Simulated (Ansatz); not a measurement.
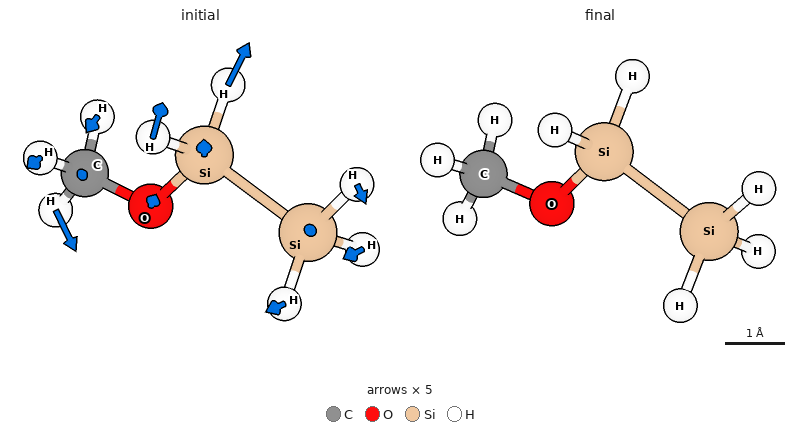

The structure of CH₈OSi₂ (coarse preliminary run) before (left) and after (right) a relaxation, at one scale. The blue arrows give the displacements, 5 times their true length.

A ball-and-stick model, seen at a tilt.

The start comes from a force field.

Computed with RKS PBE-D4/def2-SVP (Ansatz 0.2.0).

Input file:
```yaml
crystal:
  periodic: [false, false, false]
  atoms:
    - {symbol: C, position_ang: [-0.057200, 2.205500, 0.486500]}
    - {symbol: O, position_ang: [0.284700, 0.891300, 0.611700]}
    - {symbol: Si, position_ang: [-0.358100, -0.219800, -0.477800]}
    - {symbol: Si, position_ang: [0.541500, -2.336600, -0.029400]}
    - {symbol: H, position_ang: [0.392800, 2.823000, 1.241600]}
    - {symbol: H, position_ang: [-1.188000, 2.380800, 0.603100]}
    - {symbol: H, position_ang: [0.232300, 2.660400, -0.489900]}
    - {symbol: H, position_ang: [-1.770600, -0.168900, -0.381600]}
    - {symbol: H, position_ang: [0.051800, 0.221800, -1.796600]}
    - {symbol: H, position_ang: [-0.093600, -3.321200, -0.977200]}
    - {symbol: H, position_ang: [0.070100, -2.796500, 1.361600]}
    - {symbol: H, position_ang: [1.971100, -2.395000, -0.118000]}
basis:
  gaussian: {orbitals: def2-SVP}
hamiltonian: {xc: pbe, dispersion: d4}
relax: {f_tol: 0.03, max_steps: 200}
```

Q: Summarise the run.

A: The largest move after the best rigid fit is that of H9, 0.20 Å. Largest moves by element: H 0.20 Å, Si 0.08 Å, O 0.07 Å, C 0.05 Å. Near-neighbour distances that change, for instance: Si3–H8 1.417 → 1.513 Å, Si4–H12 1.434 → 1.505 Å, Si3–H9 1.450 → 1.513 Å, C1–O2 1.364 → 1.415 Å. Among the angles between lasting bonds that change: O2–Si3–H9 106.2° → 110.9°, H10–Si4–H11 104.1° → 108.7°, O2–C1–H5 112.6° → 108.6°. The energy falls by 29.9 kJ/mol in 4 geometry steps. The largest force component goes from 2 to 0.011 eV/Å. The run took roughly 23 core-seconds on a shared host.
